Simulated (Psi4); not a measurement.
# BCCD(T)/def2-SVP (density fitting, core potential) run of InH2F (SMILES [F][InH2])

What is the energy change on altering one bond length of InH2F at BCCD(T)/def2-SVP (density fitting, core potential)? 

Program for the calculation: Psi4 1.11.

4 further runs of the same task are left out: 1 that didn't finish, 3 set aside as unsound or not needed.

## 1. The molecule

The species is InH2F (4 atoms), meant as a singlet with charge 0. SMILES: `[F][InH2]`. Geometry: relaxed at PBE0-D4/def2-TZVP.

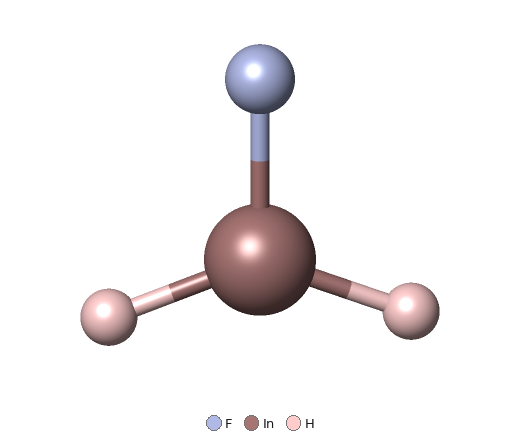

Viewed from a chosen angle; fluorine light blue, indium brown, hydrogen pink.

## 2. A single-point energy at BCCD(T)/def2-SVP (density fitting, core potential)

Contents of input.json:

```json
{
  "schema_name": "qcschema_input",
  "schema_version": 1,
  "molecule": {
    "schema_name": "qcschema_molecule",
    "schema_version": 2,
    "symbols": ["F", "In", "H", "H"],
    "geometry": [-3.08365509, -1.18939362, 0.35640235, 0.36736276, 0.09883268, -0.0496998, 2.46476978, -1.82377468, 1.45112069, 0.35640235, 2.80038514, -1.79599571],
    "molecular_charge": 0,
    "molecular_multiplicity": 1
  },
  "driver": "energy",
  "model": {
    "method": "bccd(t)",
    "basis": "def2-SVP"
  },
  "keywords": {
    "scf_type": "disk_df",
    "num_frozen_docc": 5
  }
}
```

The run is started by

```sh
psi4 --qcschema input.json -n 1 --memory 1600MB
```

stdout:

```text
[...]
    !!!  WARNING: ECP capability is in beta. Please check occupations closely.  !!!
[...]
  Running in c1 symmetry.
[...]
  Nuclear repulsion =   67.384355893747824
[...]
  Multiplicity = 1
[...]
  Nalpha       = 16
  Nbeta        = 16
[...]
    Number of basis functions: 50
[...]
   @DF-RHF iter   1:  -289.66162779304244   -1.61553e+00   8.29609e-03 DIIS/ADIIS
[...]
   @DF-RHF iter  10:  -289.72519606463379   -8.58336e-12   7.29212e-09 DIIS
[...]
    Orbital Energies [Eh]
    ---------------------
    Doubly Occupied:
       1A    -26.178132     2A     -5.409006     3A     -3.671165
       4A     -3.662355     5A     -3.661081     6A     -1.429853
       7A     -1.058325     8A     -1.054160     9A     -1.050406
      10A     -1.047275    11A     -1.046072    12A     -0.602067
      13A     -0.551433    14A     -0.543499    15A     -0.494798
      16A     -0.435313
[...]
  @DF-RHF Final Energy:  -289.72519606463379
   => Energetics <=
    Nuclear Repulsion Energy =             67.3843558937478235
    One-Electron Energy =                -610.4292177118023801
    Two-Electron Energy =                 253.3196657534207361
    Total Energy =                       -289.7251960646337920
[...]
 Multipole Moments:
 ------------------------------------------------------------------------------------
     Multipole            Electronic (a.u.)      Nuclear  (a.u.)        Total (a.u.)
 ------------------------------------------------------------------------------------
 L = 1.  Multiply by 2.5417464519 to convert [e a0] to [Debye]
 Dipole X            :         15.2972032          -14.0316850            1.2655182
 Dipole Y            :          5.7101598           -5.2377961            0.4723637
 Dipole Z            :         -1.8001637            1.6512309           -0.1489328
 Magnitude           :                                                    1.3589867
[...]
      * MP2 total energy                      = -290.007299292664527
[...]
      * CCSD total energy                     = -290.024529999665731
[...]
      * CCSD total energy                     = -290.023542745972861
[...]
      * MP2 total energy                      = -290.017187743329998
[...]
      * CCSD total energy                     = -290.023539551039676
[...]
      * CCSD(T) total energy                  = -290.030140295442266
[...]
```

The result, in JSON:

```text
{
 "driver": "energy",
 "model": {
  "method": "bccd(t)",
  "basis": "def2-SVP"
 },
 "success": true,
 "return_result": -290.03014029544227,
 "properties": {
  "calcinfo_nbasis": 50,
  "calcinfo_nmo": 50,
  "calcinfo_nalpha": 16,
  "calcinfo_nbeta": 16,
  "calcinfo_natom": 4,
  "nuclear_repulsion_energy": 67.38435589374782,
  "return_energy": -290.03014029544227,
  "scf_one_electron_energy": -610.4292177118024,
  "scf_two_electron_energy": 253.31966575342074,
  "scf_dipole_moment": [1.2655182081577383, 0.4723637278068633, -0.14893275416701846],
  "scf_total_energy": -289.7251960646338,
  "scf_iterations": 10,
  "mp2_same_spin_correlation_energy": -0.07056137441078075,
  "mp2_opposite_spin_correlation_energy": -0.21142398018205522,
  "mp2_singles_energy": -7.401972909638469e-29,
  "mp2_doubles_energy": -0.28198535459283597,
  "mp2_correlation_energy": -0.28198535459283597,
  "mp2_total_energy": -290.0072992926645,
  "ccsd_same_spin_correlation_energy": -0.06402091555146372,
  "ccsd_opposite_spin_correlation_energy": -0.23519514604257064,
  "ccsd_singles_energy": 0.0,
  "ccsd_doubles_energy": -0.29921606159403435,
  "ccsd_correlation_energy": -0.29921606159403447,
  "ccsd_total_energy": -290.02452999966573,
  "ccsd_iterations": 9
 }
}
```

Wall time 11 s (1 thread of Intel Xeon Platinum 8375C at 2.90GHz (Ice Lake), shared host); peak memory 0.23 GiB.

## 3. The distorted shape at the same level

Contents of job.inp:

```
memory 1.6 GB

molecule molecule1 {
  0 1
  F
  In 1 R2
  H 2 R3 1 A3
  H 2 R4 1 A4 3 D4

  R2 = 1.961097
  R3 = 3.4045
  A3 = 110.38202
  R4 = 1.702278
  A4 = 110.37996
  D4 = -179.99821
  units angstrom
}

set {
  basis           def2-SVP
  scf_type        disk_df
  num_frozen_docc 5
}

energy('bccd(t)')
```

The run is started by

```sh
psi4 -n 1 job.inp job.out
```

job.out:

```text
[...]
    !!!  WARNING: ECP capability is in beta. Please check occupations closely.  !!!
[...]
  Running in c1 symmetry.
[...]
  Nuclear repulsion =   63.545376287664794
[...]
  Multiplicity = 1
[...]
  Nalpha       = 16
  Nbeta        = 16
[...]
    Number of basis functions: 50
[...]
   @DF-RHF iter   1:  -289.46317067392039   -1.61949e+00   8.96630e-03 DIIS/ADIIS
[...]
   @DF-RHF iter  11:  -289.57117930978768   -8.52651e-13   3.05310e-09 DIIS
[...]
    Orbital Energies [Eh]
    ---------------------
    Doubly Occupied:
       1A    -26.214284     2A     -5.462296     3A     -3.723614
       4A     -3.716434     5A     -3.714978     6A     -1.462919
       7A     -1.108660     8A     -1.105592     9A     -1.103452
      10A     -1.100401    11A     -1.094702    12A     -0.620429
      13A     -0.579111    14A     -0.576216    15A     -0.510494
      16A     -0.304739
[...]
  @DF-RHF Final Energy:  -289.57117930978768
   => Energetics <=
    Nuclear Repulsion Energy =             63.5453762876647943
    One-Electron Energy =                -601.4364672008191519
    Two-Electron Energy =                 248.3199116033666485
    Total Energy =                       -289.5711793097876807
[...]
 Multipole Moments:
 ------------------------------------------------------------------------------------
     Multipole            Electronic (a.u.)      Nuclear  (a.u.)        Total (a.u.)
 ------------------------------------------------------------------------------------
 L = 1.  Multiply by 2.5417464519 to convert [e a0] to [Debye]
 Dipole X            :          0.0000924           -0.0000719            0.0000206
 Dipole Y            :          3.5255441           -2.2998324            1.2257117
 Dipole Z            :         15.1056702          -14.2136572            0.8920129
 Magnitude           :                                                    1.5159341
[...]
      * MP2 total energy                      = -289.870685212421961
[...]
      * CCSD total energy                     = -289.914866993384521
[...]
      * CCSD total energy                     = -289.913879211571157
[...]
      * MP2 total energy                      = -289.891510225040463
[...]
      * CCSD total energy                     = -289.913879171357848
[...]
      * CCSD(T) total energy                  = -289.927534100903074
[...]
```

It took 29 s on 1 thread of Intel Xeon Platinum 8375C at 2.90GHz (Ice Lake), shared host; peak memory 0.24 GiB.

## 4. Results

At BCCD(T)/def2-SVP (density fitting, core potential), 5 core orbitals frozen:

```
                                                          quantity          value
                                         first shape: total energy  -290.03014 Eh
                  first shape: HOMO energy (Hartree–Fock orbitals)      -11.85 eV
                  first shape: LUMO energy (Hartree–Fock orbitals)        0.72 eV
                first shape: HOMO–LUMO gap (Hartree–Fock orbitals)       12.56 eV
          first shape: correlation energy (5 core orbitals frozen)     -304.9 mEh
                                     distorted shape: total energy  -289.92753 Eh
              distorted shape: HOMO energy (Hartree–Fock orbitals)       -8.29 eV
              distorted shape: LUMO energy (Hartree–Fock orbitals)       -1.46 eV
            distorted shape: HOMO–LUMO gap (Hartree–Fock orbitals)        6.84 eV
      distorted shape: correlation energy (5 core orbitals frozen)     -356.4 mEh
energy change with the In2–H3 bond stretched from 1.702 to 3.405 Å       2.792 eV
```

With the In2–H3 bond stretched from 1.702 to 3.405 Å the energy rises by 2.79 eV (64 kcal/mol). The first shape isn't relaxed at this level, so the change isn't measured from a minimum.
